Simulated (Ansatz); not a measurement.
## Run report: BClF$_{2}$, frequency calculation

BClF$_{2}$, computed with RKS PBE0-D4/def2-TZVP (Ansatz 0.2.0).

The geometry comes from this level: PBE0-D4/def2-TZVP. Figures and captions count atoms from 1; the log counts them from 0 in places.

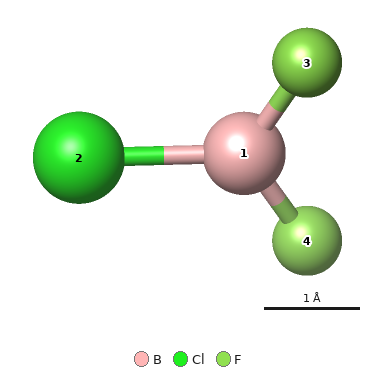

Figure 1. The structure (ball-and-stick view, seen at an oblique angle; atoms are numbered from 1 in the order of the input). Bond lengths as drawn: B–Cl 1.74 Å and B–F 1.31 Å.

Input:
```yaml
crystal:
  periodic: [false, false, false]
  atoms:
    - {symbol: B, position_ang: [-0.299194, -1.138653, -0.310980]}
    - {symbol: Cl, position_ang: [0.782146, -1.407133, -1.647137]}
    - {symbol: F, position_ang: [-1.491303, -0.633107, -0.511942]}
    - {symbol: F, position_ang: [0.066584, -1.439056, 0.910912]}
basis:
  gaussian: {orbitals: def2-TZVP}
hamiltonian: {xc: pbe0, dispersion: d4}
phonons: {temperatures: {t_min: 298.15, t_max: 900, t_step: 200}}
```

Launched with:
```bash
ansatz run in.yaml --threads 4 --pin off --events-out ev --progress --plain --max-ram 9574MiB
```

Output:
```
Functional definition: PBE0
  name "PBE0"
  cite "Adamo & Barone, J. Chem. Phys. 110, 6158 (1999) doi:10.1063/1.478522"
  cite "Perdew, Burke & Ernzerhof, Phys. Rev. Lett. 77, 3865 (1996) doi:10.1103/PhysRevLett.77.3865"
  parent pbe
  parameter a = 0.25
  parameter kappa = 0.804
  parameter beta = 0.06672455060314922
  exchange = (1 - a)*pbe_x(kappa = kappa, mu = beta*pi^2/3) + a*exact_x
  correlation = pbe_c(beta = beta)
749 factors; their error is unknown
mean field evaluation 1: about -18628.0054 eV, gradient 3.8e1 eV
mean field evaluation 2: about -18626.2271 eV, gradient 5.3e1 eV
mean field evaluation 4: about -18629.8791 eV, gradient 6.0e-1 eV
mean field evaluation 8: about -18629.9427 eV, gradient 1.6e-1 eV
mean field -18629.94273068 eV, -684.6377675238 hartree, gradient 1.7e-5 eV, S^2 0.000000; 0 other end points of the search recorded, 0 dependent functions left out
the calculation of the forces begins
reference -18629.94275454 eV, -684.6377684004 hartree; 20, 20 occupied and 110, 110 virtual orbitals, 749 factors
these checks for a lower state are left out or cut short: stability, starts, cluster_reference, orbital_swaps, neighbouring_geometries, increment
749 factors; their error is unknown
mean field evaluation 16: about -18629.8794 eV, gradient 3.0e-1 eV
mean field -18629.94257436 eV, -684.6377617790 hartree, gradient 2.9e-6 eV, S^2 0.000000; 0 other end points of the search recorded, 0 dependent functions left out
[... from here on the field's lines of each further geometry are left out, up to the last ...]
the calculation of the forces begins
reference -18629.94263356 eV, -684.6377639548 hartree; 20, 20 occupied and 110, 110 virtual orbitals, 749 factors
these checks for a lower state are left out or cut short: stability, starts, cluster_reference, orbital_swaps, neighbouring_geometries, increment
749 factors; their error is unknown
mean field -18629.94259562 eV, -684.6377625603 hartree, gradient 2.8e-6 eV, S^2 0.000000; 0 other end points of the search recorded, 0 dependent functions left out
the calculation of the forces begins
reference -18629.94261948 eV, -684.6377634371 hartree; 20, 20 occupied and 110, 110 virtual orbitals, 749 factors
Total energy: -18629.99630094 eV, -684.6397361946 hartree
Atom 0 at    -0.299194    -1.138653    -0.310980 Å, force    -0.000296     0.000028    -0.000621 eV/Å
Atom 1 at     0.782146    -1.407133    -1.647137 Å, force     0.000106    -0.000023     0.000218 eV/Å
Atom 2 at    -1.491303    -0.633107    -0.511942 Å, force     0.000065     0.000004     0.000248 eV/Å
Atom 3 at     0.066584    -1.439056     0.910912 Å, force     0.000124    -0.000008     0.000155 eV/Å
Dipole moment:     0.035885    -0.008905    -0.044300 e Å
Vibrations: 341.11 423.80 602.72 701.05 1261.23 1458.10 cm⁻¹, zero-point energy 0.296819 eV
```

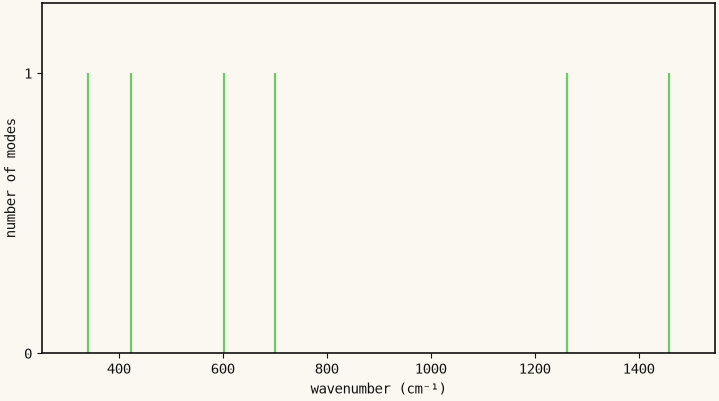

Figure 2. Harmonic vibrational wavenumbers from the force constants; neighbouring modes closer than 5 cm⁻¹ are counted in one stick. 6 modes from 341 to 1458 cm⁻¹, none imaginary.

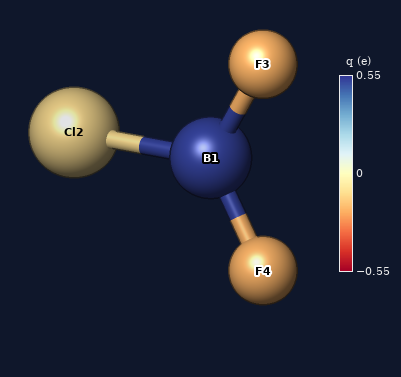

Figure 3. Mulliken charges, as the colour of each atom (ball-and-stick view, seen at a tilt; atoms are numbered from 1 in the order of the input). By element: B +0.53, Cl −0.11 and F −0.21 e.

Key numbers:

| quantity | value |
| --- | --- |
| outcome | converged |
| total energy | −18629.9963 eV |
| mean-field energy | −18629.9428 eV |
| dispersion energy | −0.0535 eV |
| largest force (length of the vector) | 0.001 eV/Å |
| dipole moment | 0.28 D |
| hardware | 4 threads of Arm Neoverse V1, 23 GiB of memory available, shared host |
| wall time | 15 s (CPU time 54 s) |
| peak memory | 0.46 GiB |
